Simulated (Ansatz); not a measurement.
**The perfect Ni wire along [110], 8 atoms a period**

What gap, if any, does the Ni wire along [110], 8 atoms a period have, and how many channels would it open?

Program: Ansatz 0.2.0. Level of theory: DFT PBE, plane waves, PAW; relaxation of a wire's period; PAW set soft_1, in the first sound run; inputs show where later runs differ. Results are calculated unless marked as measured.

### 1. The starting structure

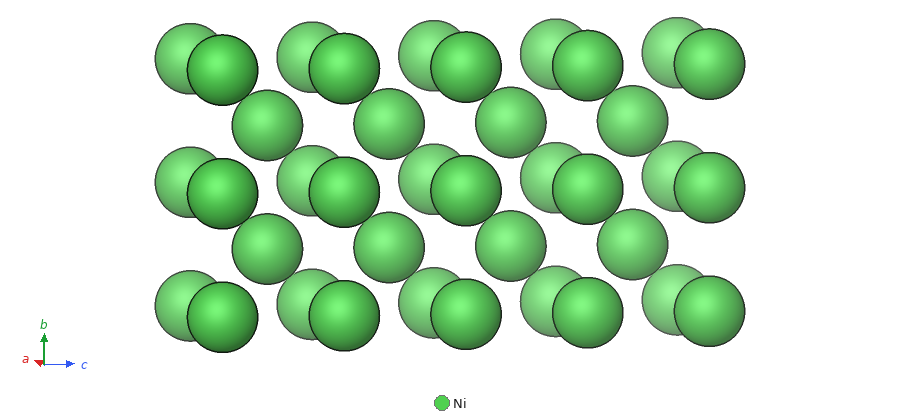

Start, viewed from the side, with the c axis across the page; nickel green. 1×1×4 cells are drawn. Some periodic images of atoms are drawn too.

The cell holds 8 atoms: 8 Ni. Cell: a = 10.320 Å, b = 11.778 Å, c = 2.489 Å, α = 90.0°, β = 90.0°, γ = 90.0°. Vacuum lies along a and b. The structure's axis is c.

### 2. Relaxing the period

Band widths follow the bond lengths, so the wire is relaxed first. The atoms and the third cell vector are free; the box across stays fixed as vacuum. Moments are seeded so that a magnetic state can form if it lies lower. A Fermi-Dirac smearing is set since the result may be a metal. The pressure printed is a third of the stress's trace over the whole box, vacuum included; only the stress along the axis is relaxed.

File input.yaml:

```yaml
crystal:
  lattice:
    - [10.32, 0.0, 0.0]
    - [0.0, 11.778, 0.0]
    - [0.0, 0.0, 2.4890158698]
  atoms:
    - { symbol: Ni, position: [0.329457364, 0.711328896, 0.0], spin: 0.8 }
    - { symbol: Ni, position: [0.329457364, 0.500001347, 0.0], spin: 0.8 }
    - { symbol: Ni, position: [0.670542636, 0.711328896, 0.0], spin: 0.8 }
    - { symbol: Ni, position: [0.670542636, 0.500001347, 0.0], spin: 0.8 }
    - { symbol: Ni, position: [0.5, 0.394337573, 0.5], spin: 0.8 }
    - { symbol: Ni, position: [0.5, 0.605665122, 0.5], spin: 0.8 }
    - { symbol: Ni, position: [0.329457364, 0.288673799, 0.0], spin: 0.8 }
    - { symbol: Ni, position: [0.670542636, 0.288673799, 0.0], spin: 0.8 }
magnetization:
  spin_polarized: true
kpoints:
  mp_grid: { grid: [1, 1, 33] }
scf:
  occupations: { method: fermi_dirac, width: 0.05 }
hamiltonian:
  xc: pbe
  pseudopotentials: { kind: paw, azcp: { folder: soft_1 } }
relax:
  cell: { fix: [a, b, alpha, beta, gamma] }
  max_steps: 45
  f_tol: 0.03
```

Started as:

```
$ ansatz run input.yaml --threads 4 --pin off --max-ram 16384MiB --backend cpu --events-out ev --progress --plain --runs-dir out
```

Numbers of over 12 decimals in the logs are rounded to 6 here.

The log of the run:

```text
Engine: ansatz 0.2.0, x86_64-unknown-linux-gnu
Pseudopotentials: kind: paw
Pseudopotential: Ni, paw, valence charge 18, recommended cutoff 420 eV (normal), soft_1/Ni.paw.azcp
Functional definition: PBE
  parameter kappa = 0.804
  parameter beta = 0.066725
  exchange = pbe_x(kappa = kappa, mu = beta*pi^2/3)
  correlation = pbe_c(beta = beta)
Crystal: 8 atoms, lattice volume = 302.537 Å³
Basis set: ecut = 420 eV, 5893 PW (Γ), exchange–correlation on 144×160×36 points (8 copies of the dense FFT grid, shifted against one another)
Bands: 91, of which v1, the nominal top of the filled ones, is band 72 counted from 1 (71 counted from 0)
Symmetry: 8 space group operations
Space group: Pmmm (ITA 47), of the structure as read, at distance tolerance 6.7e-5 Å
Magnetic group: BNS 47.249 (UNI 347), of the structure as read, at distance tolerance 6.7e-5 Å
k-points: 17 of 33
Non-local potential: Ni, projectors of the file, l = 0: 3, l = 1: 2, l = 2: 3, l = 3: 1
PAW form: soft (Blöchl's): semilocal exchange-correlation on the pseudo side does not see the compensation charge
PAW one-centre angular grid: Ni, 590 points (default); XC on 64 Gauss nodes
Initial density: superposition of atomic densities (neutral atoms: chi_scale 0, normalization atom)
Starting moments: Σ|m| = 6.4 μB on 8 of 8 sites
Initial wavefunctions: pseudopotential atomic-orbital guess
Functional: x = pbe(κ = 0.804, μ = 0.219515), c = pbe(β = 0.066725)
SCF iter   1: F=—  HF=-46700.952512 eV  |F-HF|=—  |Δ(HF+E_count)|=         —  Δρ=2.91e-2 (↑2.91e-2 ↓1.66e-2)  dr2=1.54e1  dr2_m=5.25e-1  M=6.698 μB ∫|m|=6.993 μB  β_m=0.30  ethr=3.10e-3  ⟨swp⟩=7.8  Hψ=13238  notcnv=0  defer=59
Mixer restart at iter 1: flushing history
preconditioner: auto → LDOS  [metal: Δε(μ)=0.002 eV  Ē_g=5.883 eV  σ=0.050 eV  W_gap=0.01  n_scr=50 (ndim 8)  ℏωp=19.1 eV  f_vac=0.544  D(μ)=19.60/eV (n_scr^D=212)]
spin=Collinear: LDOS preconditioning applied to the charge; magnetization (m = ρ↑ − ρ↓) channel mixes plain (no charge-response kernel on spin).
SCF iter   2: F=—  HF=-46703.066247 eV  |F-HF|=—  |Δ(HF+E_count)|=    2.11e0  Δρ=1.88e-2 (↑1.88e-2 ↓1.02e-2)  dr2=3.12e0  dr2_m=3.22e-1  M=6.755 μB ∫|m|=7.146 μB  β_m=0.40  ethr=3.10e-3  ⟨swp⟩=2.9  Hψ=5186  notcnv=0  defer=274
SCF iter   3: F=—  HF=-46707.148926 eV  |F-HF|=—  |Δ(HF+E_count)|=    4.08e0  Δρ=7.79e-3 (↑6.03e-3 ↓7.79e-3)  dr2=1.77e-1  dr2_m=9.23e-2  M=6.720 μB ∫|m|=7.286 μB  β_m=0.48  ethr=2.16e-3  ⟨swp⟩=3.0  Hψ=4804  notcnv=0  defer=274
SCF iter   4: F=—  HF=-46708.242098 eV  |F-HF|=—  |Δ(HF+E_count)|=         —  Δρ=4.62e-3 (↑4.62e-3 ↓3.25e-3)  dr2=1.19e-1  dr2_m=1.50e-2  M=6.537 μB ∫|m|=7.225 μB  β_m=0.48  ethr=1.23e-4  ⟨swp⟩=2.7  Hψ=5117  notcnv=0  defer=284
SCF iter   5: F=—  HF=-46708.766153 eV  |F-HF|=—  |Δ(HF+E_count)|=   5.24e-1  Δρ=2.69e-3 (↑1.14e-3 ↓2.69e-3)  dr2=2.36e-2  dr2_m=7.18e-3  M=6.388 μB ∫|m|=7.146 μB  β_m=0.68  ethr=8.28e-5  ⟨swp⟩=2.1  Hψ=4813  notcnv=0  defer=284
SCF iter   6: F=—  HF=-46708.895088 eV  |F-HF|=—  |Δ(HF+E_count)|=   1.29e-1  Δρ=2.74e-3 (↑7.40e-4 ↓2.74e-3)  dr2=1.94e-2  dr2_m=5.39e-3  M=6.284 μB ∫|m|=7.073 μB  β_m=0.84  ethr=1.64e-5  ⟨swp⟩=2.1  Hψ=4959  notcnv=0  defer=284
SCF iter   7: F=—  HF=-46708.919017 eV  |F-HF|=—  |Δ(HF+E_count)|=   2.39e-2  Δρ=2.81e-3 (↑2.68e-3 ↓2.81e-3)  dr2=5.08e-2  dr2_m=1.46e-4  M=6.273 μB ∫|m|=7.080 μB  β_m=0.64  ethr=1.35e-5  ⟨swp⟩=2.3  Hψ=6023  notcnv=0  defer=284
SCF iter   8: F=—  HF=-46708.907228 eV  |F-HF|=—  |Δ(HF+E_count)|=   1.18e-2  Δρ=4.76e-4 (↑2.34e-4 ↓4.76e-4)  dr2=3.68e-4  dr2_m=3.12e-4  M=6.261 μB ∫|m|=7.056 μB  β_m=0.82  ethr=1.35e-5  ⟨swp⟩=2.3  Hψ=5519  notcnv=0  defer=286
SCF iter   9: F=—  HF=-46708.907681 eV  |F-HF|=—  |Δ(HF+E_count)|=   4.53e-4  Δρ=2.04e-4 (↑1.72e-4 ↓2.04e-4)  dr2=4.56e-4  dr2_m=1.19e-5  M=6.258 μB ∫|m|=7.052 μB  β_m=0.68  ethr=2.56e-7  ⟨swp⟩=2.8  Hψ=5842  notcnv=0  defer=286
SCF iter  10: F=—  HF=-46708.907587 eV  |F-HF|=—  |Δ(HF+E_count)|=   9.38e-5  Δρ=1.08e-4 (↑6.88e-5 ↓1.08e-4)  dr2=8.04e-5  dr2_m=1.14e-5  M=6.257 μB ∫|m|=7.051 μB  β_m=0.60  ethr=2.56e-7  ⟨swp⟩=2.0  Hψ=4495  notcnv=0  defer=286
SCF iter  11: F=—  HF=-46708.907587 eV  |F-HF|=—  |Δ(HF+E_count)|=   1.30e-7  Δρ=2.82e-5 (↑1.15e-5 ↓2.82e-5)  dr2=1.72e-6  dr2_m=6.50e-7  M=6.258 μB ∫|m|=7.052 μB  β_m=0.69  ethr=5.58e-8  ⟨swp⟩=2.0  Hψ=4258  notcnv=0  defer=286
SCF iter  12: F=—  HF=-46708.907589 eV  |F-HF|=—  |Δ(HF+E_count)|=   1.65e-6  Δρ=1.22e-5 (↑8.12e-6 ↓1.22e-5)  dr2=4.50e-7  dr2_m=1.49e-7  M=6.258 μB ∫|m|=7.052 μB  β_m=0.77  ethr=1.20e-9  ⟨swp⟩=2.6  Hψ=5266  notcnv=0  defer=286
SCF iter  13: F=—  HF=-46708.907590 eV  |F-HF|=—  |Δ(HF+E_count)|=   5.54e-7  Δρ=8.82e-6 (↑6.82e-6 ↓8.82e-6)  dr2=4.34e-7  dr2_m=4.29e-8  M=6.258 μB ∫|m|=7.052 μB  β_m=0.73  ethr=3.12e-10  ⟨swp⟩=2.7  Hψ=5644  notcnv=0  defer=286
SCF iter  14: F=—  HF=-46708.907590 eV  |F-HF|=—  |Δ(HF+E_count)|=   2.01e-8  Δρ=6.13e-6 (↑2.13e-6 ↓6.13e-6)  dr2=9.88e-8  dr2_m=1.86e-8  M=6.258 μB ∫|m|=7.051 μB  β_m=0.79  ethr=3.02e-10  ⟨swp⟩=2.0  Hψ=5060  notcnv=0  defer=286
SCF iter  15: F=-46708.907590 eV  HF=-46708.907590 eV  |F-HF|=3.96e-8  |Δ(HF+E_count)|=   3.50e-8  Δρ=4.20e-6 (↑8.95e-7 ↓4.20e-6)  dr2=4.84e-8  dr2_m=9.99e-9  M=6.258 μB ∫|m|=7.052 μB  ethr=6.86e-11  ⟨swp⟩=2.9  Hψ=10464  notcnv=0
SCF 1 converged in 15 iterations: F = -46708.907590 eV  dr2 = 4.84e-8
  greatest PAW one-centre occupation: 1.001 electrons in one spin orbital (limit 2), on the Ni atom at site 7 (counted from 0), in its partial waves of l = 1
relax step   1: F+E_penalty+E_count = -46708.90758955 eV  Δ(F+E_penalty+E_count) = +0.000e0 eV  max|allowed force component| = 9.385e-1 eV/Å  Δτ_max = 0.0000 Å  P = -3.882 GPa  Ω = 302.537 Å³  fix = [a, b, alpha, beta, gamma]  reactions: a -2.556, b -4.044 GPa  (15 SCF iters, dr2 threshold 1.00e-7 eV, accepted)
Crystal: 8 atoms, lattice volume = 296.613 Å³
Basis set: ecut = 420 eV, 5753 PW (Γ), exchange–correlation on 144×160×36 points (8 copies of the dense FFT grid, shifted against one another)
Initial density: handed on by an earlier stage of this run
Starting moments: Σ|m| = 6.4 μB on 8 of 8 sites; this step starts from the density that it was given
Initial wavefunctions: those handed on with the density
iter 1 solved again at ethr=1.93e-4 eV; its pass at ethr=3.10e-3 eV (dr2=2.78e-1 eV) is discarded
SCF iter   1: F=—  HF=-46709.360345 eV  |F-HF|=—  |Δ(HF+E_count)|=         —  Δρ=5.72e-3 (↑5.58e-3 ↓5.72e-3)  dr2=2.86e-1  dr2_m=3.59e-2  M=6.208 μB ∫|m|=6.952 μB  β_m=0.30  ethr=1.93e-4  ⟨swp⟩=2.8  Hψ=15537  notcnv=0
[...]
relax step   4: F+E_penalty+E_count = -46709.52106916 eV  Δ(F+E_penalty+E_count) = -3.351e-2 eV  max|allowed force component| = 1.884e-1 eV/Å  Δτ_max = 0.0761 Å  P = +0.388 GPa  Ω = 288.813 Å³  energy of the carried Pulay correction = +2.570e-3 eV  fix = [a, b, alpha, beta, gamma]  reactions: a +0.532, b -0.014 GPa  (9 SCF iters, dr2 threshold 8.00e-7 eV, accepted)
[...]
relax step   5: F+E_penalty+E_count = -46709.53651304 eV  Δ(F+E_penalty+E_count) = -1.544e-2 eV  max|allowed force component| = 2.878e-2 eV/Å  Δτ_max = 0.0447 Å  P = -0.078 GPa  Ω = 289.931 Å³  energy of the carried Pulay correction = +2.357e-3 eV  fix = [a, b, alpha, beta, gamma]  reactions: a +0.020, b -0.208 GPa  (9 SCF iters, dr2 threshold 8.00e-7 eV, accepted)
Basis set: ecut = 420 eV, 5599 PW (Γ), exchange–correlation on 144×160×32 points (8 copies of the dense FFT grid, shifted against one another)
Initial wavefunctions: pseudopotential atomic-orbital guess (no wavefunctions were taken with the density)
iter 1 solved again at ethr=4.40e-6 eV; its pass at ethr=3.10e-3 eV (dr2=6.34e-3 eV) is discarded
SCF iter   1: F=—  HF=-46709.533119 eV  |F-HF|=—  |Δ(HF+E_count)|=         —  Δρ=1.70e-4 (↑7.32e-5 ↓1.70e-4)  dr2=1.07e-4  dr2_m=7.59e-6  M=6.110 μB ∫|m|=6.839 μB  β_m=0.65  ethr=4.40e-6  ⟨swp⟩=3.6  Hψ=21038  notcnv=0
preconditioner: auto → LDOS  [metal: Δε(μ)=0.002 eV  Ē_g=6.051 eV  σ=0.050 eV  W_gap=0.01  n_scr=20 (ndim 8)  ℏωp=19.5 eV  f_vac=0.589  D(μ)=14.33/eV (n_scr^D=128)]
spin=Collinear: LDOS preconditioning applied to the charge; magnetization (m = ρ↑ − ρ↓) channel mixes plain (no charge-response kernel on spin).
SCF iter   2: F=—  HF=-46709.533113 eV  |F-HF|=—  |Δ(HF+E_count)|=   6.49e-6  Δρ=5.03e-5 (↑5.03e-5 ↓4.86e-5)  dr2=4.34e-5  dr2_m=7.18e-8  M=6.108 μB ∫|m|=6.837 μB  β_m=0.58  ethr=7.40e-8  ⟨swp⟩=2.1  Hψ=4598  notcnv=0
SCF iter   3: F=—  HF=-46709.533112 eV  |F-HF|=—  |Δ(HF+E_count)|=   1.04e-6  Δρ=3.82e-5 (↑3.82e-5 ↓2.10e-5)  dr2=3.51e-6  dr2_m=1.48e-6  M=6.106 μB ∫|m|=6.835 μB  β_m=0.66  ethr=3.01e-8  ⟨swp⟩=1.6  Hψ=3204  notcnv=0
SCF iter   4: F=—  HF=-46709.533115 eV  |F-HF|=—  |Δ(HF+E_count)|=   3.38e-6  Δρ=1.87e-5 (↑1.43e-5 ↓1.87e-5)  dr2=3.49e-6  dr2_m=3.19e-7  M=6.106 μB ∫|m|=6.835 μB  β_m=0.63  ethr=2.44e-9  ⟨swp⟩=2.3  Hψ=5371  notcnv=0
SCF iter   5: F=—  HF=-46709.533116 eV  |F-HF|=—  |Δ(HF+E_count)|=   5.23e-7  Δρ=1.40e-5 (↑1.40e-5 ↓8.85e-6)  dr2=8.17e-7  dr2_m=3.82e-8  M=6.106 μB ∫|m|=6.834 μB  β_m=0.54  ethr=2.43e-9  ⟨swp⟩=2.2  Hψ=5089  notcnv=0
SCF iter   6: F=—  HF=-46709.533116 eV  |F-HF|=—  |Δ(HF+E_count)|=   2.01e-7  Δρ=4.24e-6 (↑1.66e-6 ↓4.24e-6)  dr2=4.56e-8  dr2_m=8.95e-9  M=6.105 μB ∫|m|=6.834 μB  β_m=0.56  ethr=5.67e-10  ⟨swp⟩=2.0  Hψ=4466  notcnv=0
SCF iter   7: F=—  HF=-46709.533116 eV  |F-HF|=—  |Δ(HF+E_count)|=   5.73e-9  Δρ=1.17e-6 (↑1.17e-6 ↓9.25e-7)  dr2=3.54e-9  dr2_m=1.32e-9  M=6.105 μB ∫|m|=6.834 μB  β_m=0.62  ethr=3.17e-11  ⟨swp⟩=3.1  Hψ=6269  notcnv=0
SCF iter   8: F=—  HF=-46709.533116 eV  |F-HF|=—  |Δ(HF+E_count)|=   5.70e-8  Δρ=4.08e-7 (↑2.98e-7 ↓4.08e-7)  dr2=5.55e-10  dr2_m=2.03e-10  M=6.105 μB ∫|m|=6.834 μB  β_m=0.75  ethr=2.46e-12  ⟨swp⟩=3.5  Hψ=6091  notcnv=0
SCF iter   9: F=—  HF=-46709.533116 eV  |F-HF|=—  |Δ(HF+E_count)|=   2.85e-9  Δρ=2.59e-7 (↑2.12e-7 ↓2.59e-7)  dr2=3.81e-10  dr2_m=3.79e-11  M=6.105 μB ∫|m|=6.834 μB  β_m=0.64  ethr=1.00e-12  ⟨swp⟩=2.4  Hψ=4845  notcnv=0
SCF iter  10: F=—  HF=-46709.533116 eV  |F-HF|=—  |Δ(HF+E_count)|=    0.00e0  Δρ=1.01e-7 (↑5.40e-8 ↓1.01e-7)  dr2=2.24e-11  dr2_m=9.72e-12  M=6.105 μB ∫|m|=6.834 μB  β_m=0.75  ethr=1.00e-12  ⟨swp⟩=2.5  Hψ=4173  notcnv=0
SCF iter  11: F=-46709.533116 eV  HF=-46709.533116 eV  |F-HF|=1.53e-10  |Δ(HF+E_count)|=  2.91e-11  Δρ=8.38e-8 (↑3.67e-8 ↓8.38e-8)  dr2=3.77e-11  dr2_m=2.88e-12  M=6.105 μB ∫|m|=6.834 μB  ethr=1.00e-12  ⟨swp⟩=3.0  Hψ=10331  notcnv=0
SCF 6 converged in 11 iterations: F = -46709.533116 eV  dr2 = 3.77e-11
relax step   6: F+E_penalty+E_count = -46709.53311555 eV  Δ(F+E_penalty+E_count) = +3.397e-3 eV  max|allowed force component| = 2.869e-2 eV/Å  Δτ_max = 0.0000 Å  P = -0.065 GPa  Ω = 289.931 Å³  fix = [a, b, alpha, beta, gamma]  reactions: a +0.027, b -0.200 GPa  stress off target by 2.27e-2 GPa on what of the cell is left free  SCF on the basis re-selected at this cell (its energy is not comparable with the rows above)  (11 SCF iters)
basis re-selected at this cell: Δ(F+E_penalty+E_count) = +3.397e-3 eV, ΔP = +0.012 GPa vs the last step (what re-selecting the basis moved, of the pressure what is left beyond the Pulay correction that the steps carried, after the strain that the cell walked since its last selection, with what the two solves' SCF thresholds leave and, on support functions, any second-order correction that the steps lacked; it is no measure of the basis error at this ecutwfc). The dense FFT grid was sized anew with the basis: this SCF ran on 72×80×16 points, the steps before it on 72×80×18, so part of this shift can come from that change (see relax.cell in the input reference). [rest of the remark cut]
SCF converged after 11 iterations
Magnetization: 6.1054 μB (75.0527 up, 68.9473 down)
Absolute magnetization: 6.8414 μB (∫|ρ↑−ρ↓|, with the PAW one-centre terms)
Spin contamination: 0.0845 ħ² per cell (⟨S²⟩ above its minimum at these occupations)
Per-site moments (μB) at R_I (Å): [(0.817884, 0.950040), (0.819253, 0.950040), (0.817884, 0.950040), (0.819253, 0.950040), (0.704011, 0.983938), (0.704011, 0.983938), (0.817884, 0.950040), (0.817884, 0.950040)]
Free energy (F): -46709.533116 eV
Harris-Foulkes:  -46709.533116 eV  (|F-HF|=1.53e-10)
Internal energy: -46709.415561 eV  (E = F + TS)
E sigma→0 (E₀):  -46709.474338 eV
Entropy (-TS):   -0.117554 eV (-14.694 meV/atom)
Fermi energy:    2.397207 eV
--- Per-component energies (eV) ---
  E_band       = -4501.061440
  E_kinetic    = 2709.209074
  E_local      = -94111.094729  (includes V_loc(G=0)·N_el)
  E_nonlocal   = -918.470573
  E_hartree    = 46901.508026
  E_xc         = -890.045912
  E_vxc        = -1147.054951  (∫ρ·V_xc dr)
  E_paw        = -13278.174605  (= ΣΔE_a)
  E_vpaw       = -4836.672787  (= ΣTr[D̂ρ^β])
  E_aug_tail   = 0.007987  (compensation charges beyond the density's cutoff)
  E_ewald      = 12877.645170
  E_smearing   = -0.117554  (= −TS)
  E_closure    = 0.000000  (closes the sum)
  Σ components = -46709.533116   (vs F -46709.533116, Δ=0.00e0)
--- Forces (eV/Å), atoms counted from 1 ---
  atom   1  Ni    -0.01144149    -0.02869089     0.00000000
  atom   2  Ni     0.01546871     0.00000000    -0.00000000
  atom   3  Ni     0.01144149    -0.02869089     0.00000000
  atom   4  Ni    -0.01546871     0.00000000     0.00000000
  atom   5  Ni     0.00000000     0.01530855    -0.00000000
  atom   6  Ni    -0.00000000    -0.01530855     0.00000000
  atom   7  Ni    -0.01144149     0.02869089     0.00000000
  atom   8  Ni     0.01144149     0.02869089    -0.00000000
  max |Σ_I F_I| component: 3.47e-18 eV/Å
--- Stress (GPa, compression-positive) ---
        0.027079      -0.000000       0.000000
       -0.000000      -0.199985       0.000000
        0.000000       0.000000      -0.022689
  P = ⅓ Tr σ = -0.0652 GPa (-0.652 kbar)
--- Relaxed structure (5 steps of the walk, 5 accepted, 1 SCFs on fresh bases) ---
  F+E_penalty+E_count = -46709.53311555 eV   max|allowed force component| = 2.869e-2 eV/Å   (the final SCF, on the basis selected at the relaxed cell)
  cell:  # Å, volume = 289.9313 Å³
    - [10.32, 0.0, 0.0]
    - [0.0, 11.778, 0.0]
    - [0.0, 0.0, 2.385305]
  atoms:
    - { symbol: Ni, position: [0.319400, 0.694740, 0.0] }
    - { symbol: Ni, position: [0.339623, 0.500000, 0.0] }
    - { symbol: Ni, position: [0.680600, 0.694740, 0.0] }
    - { symbol: Ni, position: [0.660377, 0.500000, 0.0] }
    - { symbol: Ni, position: [0.500000, 0.383276, 0.5] }
    - { symbol: Ni, position: [0.500000, 0.616724, 0.5] }
    - { symbol: Ni, position: [0.319400, 0.305260, 0.0] }
    - { symbol: Ni, position: [0.680600, 0.305260, 0.0] }
```

Elapsed: 86 s, on 4 threads of Intel Xeon Platinum 8375C at 2.90GHz (Ice Lake), shared host; peak memory 1.3 GiB.

[end of part 1 of 2]

[Logs are printed without paths, hosts, clocks, repeated set-up lines and the standing remarks that a program may print on its own settings, such as how far it seeks lower states.]

[Hosts, paths, dates, database ids (printed as entryN), source tags and the programs' standing remarks are cut or masked in the printed files.]
